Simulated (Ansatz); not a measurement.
# F2GeH4Si: up Jacob's ladder to CCSD(T)

Aim: compute F2GeH4Si with functionals from several rungs and with coupled cluster. The yardstick is the atomisation energy at the CCSD(T) limit.

The runs use Ansatz 0.2.0, Gaussian basis; functionals in def2-TZVPP, the program's frozen cores in correlated methods.

The runs, in order: LDA (SPW92), PBE-D4, revPBE-D4, BLYP-D4, r2SCAN-D4, B97M-V, PBE0-D4, B3LYP-D4, r2SCANh-D4, r2SCAN0-D4, HSE06-D4, BHLYP-D4, CAM-B3LYP-D4, LC-ωPBE, ωB97X-V, ωB97M-V, B2PLYP, PBE-QIDH; CCSD(T)/def2-SVP; CCSD(T)/def2-TZVPP; MP2/def2-QZVPP; extrapolation to the limit; RPA on PBE.

## 1. The geometry

An earlier PBE0-D4 in a triple-zeta def2 set relaxation fixed the geometry.

SMILES `F[SiH](F)[GeH3]`, 8 atoms, charge 0, spin multiplicity 1.

Atoms are counted from 1 here; the program's logs count them from 0.

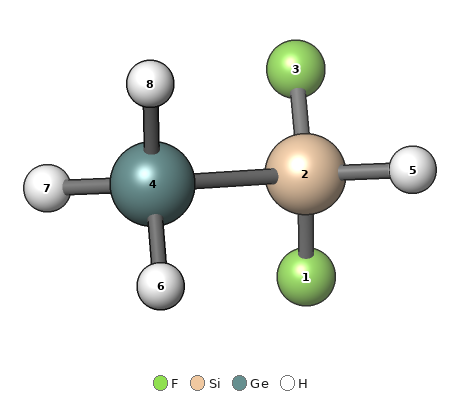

The geometry (fluorine green, silicon light orange, germanium teal, hydrogen white); atoms are numbered from 1 in the order of the file.

Geometry (Å):

```
F     1.3018   -1.4186    1.1974
Si    1.1399   -0.1266    0.2809
F     1.9831   -0.3864   -1.0447
Ge   -1.1515    0.1644   -0.2813
H     1.7765    1.0042    0.9949
H    -1.9700    0.3896    0.9988
H    -1.6823   -1.0766   -1.0112
H    -1.3055    1.3929   -1.1904
```

## 2. LDA

This LDA is Slater exchange with PW92 correlation.

The input, in.yaml:

```yaml
crystal:
  periodic: [false, false, false]
  atoms:
    - {symbol: F, position_ang: [1.301846, -1.418631, 1.197444]}
    - {symbol: Si, position_ang: [1.139944, -0.126637, 0.280852]}
    - {symbol: F, position_ang: [1.983128, -0.386419, -1.044723]}
    - {symbol: Ge, position_ang: [-1.151502, 0.164446, -0.281326]}
    - {symbol: H, position_ang: [1.776460, 1.004181, 0.994857]}
    - {symbol: H, position_ang: [-1.969955, 0.389580, 0.998809]}
    - {symbol: H, position_ang: [-1.682321, -1.076627, -1.011199]}
    - {symbol: H, position_ang: [-1.305500, 1.392907, -1.190416]}
basis:
  gaussian: {orbitals: def2-TZVPP}
hamiltonian: {xc: lda}
output: {orbitals: {seedname: orbitals}}
```

On the command line:

```
> ansatz run in.yaml --threads 4 --pin off --events-out ev --progress --plain --max-ram 10444MiB
```

The log of the run:

```text
Functional definition: SPW92
  name "SPW92"
  cite "Dirac, Proc. Camb. Phil. Soc. 26, 376 (1930) doi:10.1017/S0305004100016108"
  cite "Slater, Phys. Rev. 81, 385 (1951) doi:10.1103/PhysRev.81.385"
  cite "Perdew & Wang, Phys. Rev. B 45, 13244 (1992) doi:10.1103/PhysRevB.45.13244"
  exchange = slater_x
  correlation = pw_c
1194 factors; their error is unknown
mean field evaluation 1: about -69744.7784 eV, gradient 5.2e1 eV
mean field evaluation 2: about -69735.7442 eV, gradient 9.9e1 eV
mean field evaluation 4: about -69748.1560 eV, gradient 2.8e0 eV
mean field evaluation 8: about -69748.1646 eV, gradient 4.2e-2 eV
mean field evaluation 16: about -69748.1369 eV, gradient 4.1e-5 eV
mean field -69748.13691904 eV, -2563.1967547895 hartree, gradient 4.1e-5 eV, S^2 0.000000; 0 other end points of the search recorded, 0 dependent functions left out
reference -69748.13695627 eV, -2563.1967561578 hartree; 34, 34 occupied and 174, 174 virtual orbitals, 1194 factors
Total energy: -69748.13695627 eV, -2563.1967561578 hartree
```

It took 0.55 s on 4 threads of INTEL XEON PLATINUM 8581C at 2.30GHz, shared host.

Atomisation energy: 2962.6 kJ/mol (free atoms -69717.432 eV, run apart). HOMO -7.38 eV, LUMO -1.32 eV.

## 3. PBE-D4 (GGA)

in.yaml: that of step 2 with these lines changed.

```diff
@@ -13,3 +13,3 @@
   gaussian: {orbitals: def2-TZVPP}
-hamiltonian: {xc: lda}
-output: {orbitals: {seedname: orbitals}}
+hamiltonian: {xc: pbe, dispersion: d4}
+output: {forces: true, orbitals: {seedname: orbitals}}
```

Launched as before.

The log of the run, shortened:

```text
Functional definition: PBE
  name "PBE"
  cite "Perdew, Burke & Ernzerhof, Phys. Rev. Lett. 77, 3865 (1996) doi:10.1103/PhysRevLett.77.3865"
  parent pbe
[...]
1194 factors; their error is unknown
[...]
mean field -69882.92848286 eV, -2568.1502533948 hartree, gradient 6.1e-5 eV, S^2 0.000000; 0 other end points of the search recorded, 0 dependent functions left out
[...]
reference -69882.92852290 eV, -2568.1502548665 hartree; 34, 34 occupied and 174, 174 virtual orbitals, 1194 factors
Total energy: -69883.08088460 eV, -2568.1558540555 hartree
Atom 0 at     1.301846    -1.418631     1.197444 Å, force     0.052457    -0.528539     0.401930 eV/Å
Atom 1 at     1.139944    -0.126637     0.280852 Å, force    -0.364972     0.442926     0.093073 eV/Å
Atom 2 at     1.983128    -0.386419    -1.044723 Å, force     0.345659    -0.084364    -0.563110 eV/Å
Atom 3 at    -1.151502     0.164446    -0.281326 Å, force     0.063418    -0.005407     0.016785 eV/Å
Atom 4 at     1.776460     1.004181     0.994857 Å, force     0.079777     0.151950     0.094133 eV/Å
Atom 5 at    -1.969955     0.389580     0.998809 Å, force    -0.088539     0.023076     0.117129 eV/Å
Atom 6 at    -1.682321    -1.076627    -1.011199 Å, force    -0.061453    -0.116708    -0.072191 eV/Å
Atom 7 at    -1.305500     1.392907    -1.190416 Å, force    -0.026347     0.117065    -0.087749 eV/Å
Dipole moment:    -0.201609     0.219050     0.039573 e Å
```

Wall time 1 s (4 threads of INTEL XEON PLATINUM 8581C at 2.30GHz, shared host).

Atomisation energy: 2611.0 kJ/mol (free atoms -69856.020 eV, run apart). HOMO -7.28 eV, LUMO -1.08 eV.

## 4. revPBE-D4 (GGA)

in.yaml: that of step 3 with these lines changed.

```diff
@@ -13,3 +13,3 @@
   gaussian: {orbitals: def2-TZVPP}
-hamiltonian: {xc: pbe, dispersion: d4}
-output: {forces: true, orbitals: {seedname: orbitals}}
+hamiltonian: {xc: {name: revPBE}, dispersion: d4}
+output: {orbitals: {seedname: orbitals}}
```

The command is unchanged.

The log of the run:

```text
Functional definition: revPBE
  name "revPBE"
  cite "Zhang & Yang, Phys. Rev. Lett. 80, 890 (1998) doi:10.1103/PhysRevLett.80.890"
  cite "Perdew, Burke & Ernzerhof, Phys. Rev. Lett. 77, 3865 (1996) doi:10.1103/PhysRevLett.77.3865"
  parameter kappa = 1.245
  parameter beta = 0.06672455060314922
  exchange = pbe_x(kappa = kappa, mu = beta*pi^2/3)
  correlation = pbe_c(beta = beta)
1194 factors; their error is unknown
mean field evaluation 1: about -69889.4302 eV, gradient 5.2e1 eV
mean field evaluation 2: about -69879.4502 eV, gradient 1.0e2 eV
mean field evaluation 4: about -69892.9356 eV, gradient 3.0e0 eV
mean field evaluation 8: about -69892.9449 eV, gradient 4.4e-2 eV
mean field evaluation 16: about -69892.9169 eV, gradient 4.6e-5 eV
mean field -69892.91690218 eV, -2568.5173210344 hartree, gradient 4.6e-5 eV, S^2 0.000000; 0 other end points of the search recorded, 0 dependent functions left out
reference -69892.91695216 eV, -2568.5173228713 hartree; 34, 34 occupied and 174, 174 virtual orbitals, 1194 factors
Total energy: -69893.33755320 eV, -2568.5327796743 hartree
```

It took 0.85 s on 4 threads of INTEL XEON PLATINUM 8581C at 2.30GHz, shared host.

With the free atoms at this level, -69866.944 eV in sum, the atomisation energy is 2546.6 kJ/mol. HOMO -7.24 eV, LUMO -0.97 eV.

## 5. BLYP-D4 (GGA)

in.yaml: that of step 4 with these lines changed.

```diff
@@ -13,3 +13,3 @@
   gaussian: {orbitals: def2-TZVPP}
-hamiltonian: {xc: {name: revPBE}, dispersion: d4}
+hamiltonian: {xc: {name: BLYP}, dispersion: d4}
 output: {orbitals: {seedname: orbitals}}
```

The command is unchanged.

The log of the run:

```text
Functional definition: BLYP
  name "BLYP"
  cite "Becke, Phys. Rev. A 38, 3098 (1988) doi:10.1103/PhysRevA.38.3098"
  cite "Lee, Yang & Parr, Phys. Rev. B 37, 785 (1988) doi:10.1103/PhysRevB.37.785"
  parameter beta = 0.0042
  parameter a = 0.04918
  parameter b = 0.132
  parameter c = 0.2533
  parameter d = 0.349
  exchange = b88_x(beta = beta)
  correlation = lyp_c(a = a, b = b, c = c, d = d)
1194 factors; their error is unknown
mean field evaluation 1: about -69897.6311 eV, gradient 5.7e1 eV
mean field evaluation 2: about -69884.5248 eV, gradient 1.1e2 eV
mean field evaluation 4: about -69901.8722 eV, gradient 3.4e0 eV
mean field evaluation 8: about -69901.8831 eV, gradient 5.1e-2 eV
mean field evaluation 16: about -69901.8552 eV, gradient 3.3e-5 eV
mean field -69901.85519220 eV, -2568.8457971342 hartree, gradient 3.3e-5 eV, S^2 0.000000; 0 other end points of the search recorded, 0 dependent functions left out
reference -69901.85553782 eV, -2568.8458098354 hartree; 34, 34 occupied and 174, 174 virtual orbitals, 1194 factors
Total energy: -69902.18626081 eV, -2568.8579636813 hartree
```

It took 0.85 s on 4 threads of INTEL XEON PLATINUM 8581C at 2.30GHz, shared host.

With the free atoms at this level, -69875.331 eV in sum, the atomisation energy is 2591.1 kJ/mol. HOMO -7.18 eV, LUMO -0.94 eV.

## 6. r2SCAN-D4 (meta-GGA)

in.yaml: that of step 5 with these lines changed.

```diff
@@ -13,3 +13,3 @@
   gaussian: {orbitals: def2-TZVPP}
-hamiltonian: {xc: {name: BLYP}, dispersion: d4}
-output: {orbitals: {seedname: orbitals}}
+hamiltonian: {xc: r2scan, dispersion: d4}
+output: {forces: true, orbitals: {seedname: orbitals}}
```

The command is unchanged.

The log of the run, shortened:

```text
Functional definition: r2SCAN
  name "r2SCAN"
  cite "Furness, Kaplan, Ning, Perdew & Sun, J. Phys. Chem. Lett. 11, 8208 (2020) doi:10.1021/acs.jpclett.0c02405"
  cite "Furness, Kaplan, Ning, Perdew & Sun, J. Phys. Chem. Lett. 11, 9248 (2020) doi:10.1021/acs.jpclett.0c03077"
  parent r2scan
[...]
1194 factors; their error is unknown
[...]
mean field -69897.85915368 eV, -2568.6989454272 hartree, gradient 1.4e-5 eV, S^2 0.000000; 0 other end points of the search recorded, 0 dependent functions left out
[...]
reference -69897.85916494 eV, -2568.6989458409 hartree; 34, 34 occupied and 174, 174 virtual orbitals, 1194 factors
Total energy: -69897.89443864 eV, -2568.7002421253 hartree
Atom 0 at     1.301846    -1.418631     1.197444 Å, force     0.000243    -0.038860     0.023424 eV/Å
Atom 1 at     1.139944    -0.126637     0.280852 Å, force    -0.063058     0.069966     0.013114 eV/Å
Atom 2 at     1.983128    -0.386419    -1.044723 Å, force     0.019439    -0.009832    -0.039843 eV/Å
Atom 3 at    -1.151502     0.164446    -0.281326 Å, force     0.028146     0.005133     0.010928 eV/Å
Atom 4 at     1.776460     1.004181     0.994857 Å, force    -0.016668    -0.016709    -0.012823 eV/Å
Atom 5 at    -1.969955     0.389580     0.998809 Å, force     0.025776    -0.010449    -0.071085 eV/Å
Atom 6 at    -1.682321    -1.076627    -1.011199 Å, force     0.014886     0.063298     0.033470 eV/Å
Atom 7 at    -1.305500     1.392907    -1.190416 Å, force    -0.008765    -0.062548     0.042815 eV/Å
Dipole moment:    -0.204376     0.225502     0.041702 e Å
```

It took 1.7 s on 4 threads of INTEL XEON PLATINUM 8581C at 2.30GHz, shared host.

With the free atoms at this level, -69870.665 eV in sum, the atomisation energy is 2627.2 kJ/mol. HOMO -7.60 eV, LUMO -0.78 eV.

## 7. B97M-V (meta-GGA)

in.yaml: that of step 6 with these lines changed.

```diff
@@ -13,3 +13,3 @@
   gaussian: {orbitals: def2-TZVPP}
-hamiltonian: {xc: r2scan, dispersion: d4}
-output: {forces: true, orbitals: {seedname: orbitals}}
+hamiltonian: {xc: {name: B97M-V}}
+output: {orbitals: {seedname: orbitals}}
```

The command is unchanged.

The log of the run, shortened:

```text
Functional definition: B97M-V
  name "B97M-V"
  cite "Mardirossian & Head-Gordon, J. Chem. Phys. 142, 074111 (2015) doi:10.1063/1.4907719"
  cite "Becke, J. Chem. Phys. 107, 8554 (1997) doi:10.1063/1.475007"
  cite "Vydrov & Van Voorhis, J. Chem. Phys. 133, 244103 (2010) doi:10.1063/1.3521275"
  # Of w^i u^j: cxij and so on, Table III.
[...]
  gx(w, u) = cx00 + cx01*u + cx02*u^2 + (cx10 + cx11*u)*w
  gss(w, u) = css00 + css02*u^2 + css10*w + (css32*w^3 + css42*w^4)*u^2
  gos(w, u) = cos00 + cos01*u + cos03*u^3 + cos10*w + cos32*w^3*u^2
[...]
      + integral(e_c_pw_mod_opposite_spin*gos(b97_w_opposite, b97_u_opposite)) + vv10(b, c)
1194 factors; their error is unknown
[...]
mean field -69886.56034179 eV, -2568.2837217486 hartree, gradient 6.1e-5 eV, S^2 0.000000; 0 other end points of the search recorded, 0 dependent functions left out
reference -69886.56039936 eV, -2568.2837238645 hartree; 34, 34 occupied and 174, 174 virtual orbitals, 1194 factors
Total energy: -69886.56039936 eV, -2568.2837238645 hartree
```

It took 2.7 s on 4 threads of INTEL XEON PLATINUM 8581C at 2.30GHz, shared host.

Atomisation energy: 2645.1 kJ/mol (free atoms -69859.146 eV, run apart). HOMO -7.69 eV, LUMO -0.95 eV.

## 8. PBE0-D4 (hybrid)

in.yaml: that of step 7 with these lines changed.

```diff
@@ -13,3 +13,3 @@
   gaussian: {orbitals: def2-TZVPP}
-hamiltonian: {xc: {name: B97M-V}}
+hamiltonian: {xc: pbe0, dispersion: d4}
 output: {orbitals: {seedname: orbitals}}
```

Its log isn't repeated here (it stands with the study of this molecule's fields); it ends on a total energy of -69885.415496 eV.

Atomisation energy: 2574.3 kJ/mol (free atoms -69858.734 eV, run apart). HOMO -8.52 eV, LUMO -0.24 eV.

## 9. B3LYP-D4 (hybrid)

B3LYP here takes the VWN-RPA correlation.

in.yaml: that of step 8 with these lines changed.

```diff
@@ -13,3 +13,3 @@
   gaussian: {orbitals: def2-TZVPP}
-hamiltonian: {xc: pbe0, dispersion: d4}
-output: {orbitals: {seedname: orbitals}}
+hamiltonian: {xc: {name: B3LYP}, dispersion: d4}
+output: {forces: true, orbitals: {seedname: orbitals}}
```

The command is unchanged.

The log of the run, shortened:

```text
Functional definition: B3LYP
  name "B3LYP"
  cite "Stephens, Devlin, Chabalowski & Frisch, J. Phys. Chem. 98, 11623 (1994) doi:10.1021/j100096a001"
  cite "Becke, Phys. Rev. A 38, 3098 (1988) doi:10.1103/PhysRevA.38.3098"
  cite "Lee, Yang & Parr, Phys. Rev. B 37, 785 (1988) doi:10.1103/PhysRevB.37.785"
  cite "Vosko, Wilk & Nusair, Can. J. Phys. 58, 1200 (1980) doi:10.1139/p80-159"
[...]
1228 factors; their error is unknown
[...]
mean field -69902.99620273 eV, -2568.8877284977 hartree, gradient 4.6e-5 eV, S^2 0.000000; 0 other end points of the search recorded, 0 dependent functions left out
[...]
reference -69902.99646043 eV, -2568.8877379682 hartree; 34, 34 occupied and 174, 174 virtual orbitals, 1228 factors
Total energy: -69903.24483752 eV, -2568.8968656578 hartree
Atom 0 at     1.301846    -1.418631     1.197444 Å, force     0.019826    -0.177530     0.130267 eV/Å
Atom 1 at     1.139944    -0.126637     0.280852 Å, force     0.003527     0.252794     0.117511 eV/Å
Atom 2 at     1.983128    -0.386419    -1.044723 Å, force     0.115772    -0.032210    -0.185604 eV/Å
Atom 3 at    -1.151502     0.164446    -0.281326 Å, force    -0.070560     0.008362    -0.017578 eV/Å
Atom 4 at     1.776460     1.004181     0.994857 Å, force    -0.034056    -0.057197    -0.036745 eV/Å
Atom 5 at    -1.969955     0.389580     0.998809 Å, force    -0.012548     0.002285     0.001522 eV/Å
Atom 6 at    -1.682321    -1.076627    -1.011199 Å, force    -0.011405    -0.001868    -0.004376 eV/Å
Atom 7 at    -1.305500     1.392907    -1.190416 Å, force    -0.010555     0.005364    -0.004996 eV/Å
Dipole moment:    -0.214398     0.239889     0.045279 e Å
```

Run time: 1.8 s. Hardware: 4 threads of INTEL XEON PLATINUM 8581C at 2.30GHz, shared host; peak memory 0.57 GiB.

Atomisation energy: 2601.2 kJ/mol (free atoms -69876.286 eV, run apart). HOMO -8.33 eV, LUMO -0.44 eV.

## 10. r2SCANh-D4 (hybrid)

in.yaml: that of step 9 with these lines changed.

```diff
@@ -13,3 +13,3 @@
   gaussian: {orbitals: def2-TZVPP}
-hamiltonian: {xc: {name: B3LYP}, dispersion: d4}
-output: {forces: true, orbitals: {seedname: orbitals}}
+hamiltonian: {xc: {name: r2SCANh}, dispersion: d4}
+output: {orbitals: {seedname: orbitals}}
```

Same command.

The log of the run, shortened:

```text
Functional definition: r2SCANh
  name "r2SCANh"
  cite "Bursch, Neugebauer, Ehlert & Grimme, J. Chem. Phys. 156, 134105 (2022) doi:10.1063/5.0086040"
  cite "Furness, Kaplan, Ning, Perdew & Sun, J. Phys. Chem. Lett. 11, 8208 (2020) doi:10.1021/acs.jpclett.0c02405"
  cite "Furness, Kaplan, Ning, Perdew & Sun, J. Phys. Chem. Lett. 11, 9248 (2020) doi:10.1021/acs.jpclett.0c03077"
  parent r2scan
[...]
1213 factors; their error is unknown
[...]
mean field -69897.30988496 eV, -2568.6787601739 hartree, gradient 7.2e-5 eV, S^2 0.000000; 0 other end points of the search recorded, 0 dependent functions left out
reference -69897.30989525 eV, -2568.6787605522 hartree; 34, 34 occupied and 174, 174 virtual orbitals, 1213 factors
Total energy: -69897.34801221 eV, -2568.6801613247 hartree
```

Run time: 1.9 s. Hardware: 4 threads of INTEL XEON PLATINUM 8581C at 2.30GHz, shared host; peak memory 0.54 GiB.

With the free atoms at this level, -69870.317 eV in sum, the atomisation energy is 2608.1 kJ/mol. HOMO -8.05 eV, LUMO -0.49 eV.

## 11. r2SCAN0-D4 (hybrid)

in.yaml: that of step 10 with these lines changed.

```diff
@@ -13,3 +13,3 @@
   gaussian: {orbitals: def2-TZVPP}
-hamiltonian: {xc: {name: r2SCANh}, dispersion: d4}
+hamiltonian: {xc: {name: r2SCAN0}, dispersion: d4}
 output: {orbitals: {seedname: orbitals}}
```

The command is unchanged.

The log of the run, shortened:

```text
Functional definition: r2SCAN0
  name "r2SCAN0"
  cite "Bursch, Neugebauer, Ehlert & Grimme, J. Chem. Phys. 156, 134105 (2022) doi:10.1063/5.0086040"
  cite "Furness, Kaplan, Ning, Perdew & Sun, J. Phys. Chem. Lett. 11, 8208 (2020) doi:10.1021/acs.jpclett.0c02405"
  cite "Furness, Kaplan, Ning, Perdew & Sun, J. Phys. Chem. Lett. 11, 9248 (2020) doi:10.1021/acs.jpclett.0c03077"
  parent r2scan
[...]
1240 factors; their error is unknown
[...]
mean field -69896.52816638 eV, -2568.6500325462 hartree, gradient 7.2e-5 eV, S^2 0.000000; 0 other end points of the search recorded, 0 dependent functions left out
reference -69896.52817525 eV, -2568.6500328721 hartree; 34, 34 occupied and 174, 174 virtual orbitals, 1240 factors
Total energy: -69896.57065998 eV, -2568.6515941570 hartree
```

It took 1.9 s on 4 threads of INTEL XEON PLATINUM 8581C at 2.30GHz, shared host; peak memory 0.54 GiB.

With the free atoms at this level, -69869.818 eV in sum, the atomisation energy is 2581.2 kJ/mol. HOMO -8.72 eV, LUMO -0.06 eV.

## 12. HSE06-D4 (hybrid)

HSE06 is the plane-wave form, built on full-range PBE exchange.

in.yaml: that of step 11 with these lines changed.

```diff
@@ -13,3 +13,3 @@
   gaussian: {orbitals: def2-TZVPP}
-hamiltonian: {xc: {name: r2SCAN0}, dispersion: d4}
+hamiltonian: {xc: hse06, dispersion: d4}
 output: {orbitals: {seedname: orbitals}}
```

Launched as before.

The log of the run, shortened:

```text
Functional definition: HSE06
  name "HSE06"
  cite "Heyd, Scuseria & Ernzerhof, J. Chem. Phys. 118, 8207 (2003) doi:10.1063/1.1564060"
  cite "Krukau, Vydrov, Izmaylov & Scuseria, J. Chem. Phys. 125, 224106 (2006) doi:10.1063/1.2404663"
  cite "Heyd & Scuseria, J. Chem. Phys. 120, 7274 (2004) doi:10.1063/1.1668634"
  cite "Ernzerhof & Perdew, J. Chem. Phys. 109, 3313 (1998) doi:10.1063/1.476928"
  cite "Perdew, Burke & Ernzerhof, Phys. Rev. Lett. 77, 3865 (1996) doi:10.1103/PhysRevLett.77.3865"
  parent pbe
[...]
  # The whole range is PBE's own exchange, as in plane waves. The composition of these papers is wPBEh.
[...]
1240 factors; their error is unknown
99 factors; integrals over basis functions are off by at most 4.3e-7 eV
[...]
mean field -69884.89094216 eV, -2568.2223724439 hartree, gradient 2.4e-5 eV, S^2 0.000000; 0 other end points of the search recorded, 0 dependent functions left out
reference -69884.89098179 eV, -2568.2223739003 hartree; 34, 34 occupied and 174, 174 virtual orbitals, 1240 factors
Total energy: -69885.01235173 eV, -2568.2268341632 hartree
```

Wall time 1.4 s (4 threads of INTEL XEON PLATINUM 8581C at 2.30GHz, shared host); peak memory 0.55 GiB.

With the free atoms at this level, -69858.330 eV in sum, the atomisation energy is 2574.5 kJ/mol. HOMO -8.12 eV, LUMO -0.61 eV.

## 13. BHLYP-D4 (hybrid)

in.yaml: that of step 12 with these lines changed.

```diff
@@ -13,3 +13,3 @@
   gaussian: {orbitals: def2-TZVPP}
-hamiltonian: {xc: hse06, dispersion: d4}
+hamiltonian: {xc: {name: BHLYP}, dispersion: d4}
 output: {orbitals: {seedname: orbitals}}
```

Same command.

The log of the run:

```text
Functional definition: BHLYP
  name "BHLYP"
  cite "Becke, J. Chem. Phys. 98, 1372 (1993) doi:10.1063/1.464304"
  cite "Becke, Phys. Rev. A 38, 3098 (1988) doi:10.1103/PhysRevA.38.3098"
  cite "Lee, Yang & Parr, Phys. Rev. B 37, 785 (1988) doi:10.1103/PhysRevB.37.785"
  parameter a = 0.5
  exchange = (1 - a)*b88_x + a*exact_x
  correlation = lyp_c
1356 factors; their error is unknown
mean field evaluation 1: about -69895.5262 eV, gradient 4.2e1 eV
mean field evaluation 2: about -69894.7062 eV, gradient 5.1e1 eV
mean field evaluation 4: about -69897.9541 eV, gradient 6.3e-1 eV
mean field evaluation 8: about -69898.6010 eV, gradient 2.9e-1 eV
mean field evaluation 16: about -69898.6010 eV, gradient 5.7e-5 eV
mean field -69898.60103053 eV, -2568.7262088984 hartree, gradient 5.7e-5 eV, S^2 0.000000; 0 other end points of the search recorded, 0 dependent functions left out
reference -69898.60120468 eV, -2568.7262152985 hartree; 34, 34 occupied and 174, 174 virtual orbitals, 1356 factors
Total energy: -69898.80874551 eV, -2568.7338422833 hartree
```

It took 1.4 s on 4 threads of INTEL XEON PLATINUM 8581C at 2.30GHz, shared host; peak memory 0.54 GiB.

With the free atoms at this level, -69872.432 eV in sum, the atomisation energy is 2544.9 kJ/mol. HOMO -9.67 eV, LUMO 0.66 eV.

## 14. CAM-B3LYP-D4 (range-separated)

in.yaml: that of step 13 with these lines changed.

```diff
@@ -13,3 +13,3 @@
   gaussian: {orbitals: def2-TZVPP}
-hamiltonian: {xc: {name: BHLYP}, dispersion: d4}
+hamiltonian: {xc: {name: CAM-B3LYP}, dispersion: d4}
 output: {orbitals: {seedname: orbitals}}
```

Same command.

The log of the run, shortened:

```text
Functional definition: CAM-B3LYP
  name "CAM-B3LYP"
  cite "Yanai, Tew & Handy, Chem. Phys. Lett. 393, 51 (2004) doi:10.1016/j.cplett.2004.06.011"
  cite "Iikura, Tsuneda, Yanai & Hirao, J. Chem. Phys. 115, 3540 (2001) doi:10.1063/1.1383587"
  cite "Becke, Phys. Rev. A 38, 3098 (1988) doi:10.1103/PhysRevA.38.3098"
  cite "Lee, Yang & Parr, Phys. Rev. B 37, 785 (1988) doi:10.1103/PhysRevB.37.785"
  cite "Vosko, Wilk & Nusair, Can. J. Phys. 58, 1200 (1980) doi:10.1139/p80-159"
[...]
  # Exact exchange under (alpha + beta erf(omega r))/r, Becke's under what is left of 1/r.
[...]
1228 factors; their error is unknown
282 factors; integrals over basis functions are off by at most 8.9e-6 eV
[...]
mean field -69903.36492855 eV, -2568.9012789217 hartree, gradient 3.5e-5 eV, S^2 0.000000; 0 other end points of the search recorded, 0 dependent functions left out
reference -69903.36505413 eV, -2568.9012835367 hartree; 34, 34 occupied and 174, 174 virtual orbitals, 1228 factors
Total energy: -69903.49764511 eV, -2568.9061561652 hartree
```

Wall time 1.6 s (4 threads of INTEL XEON PLATINUM 8581C at 2.30GHz, shared host); peak memory 0.58 GiB.

Atomisation energy: 2631.3 kJ/mol (free atoms -69876.226 eV, run apart). HOMO -9.84 eV, LUMO 0.81 eV.

[end of part 1 of 2]
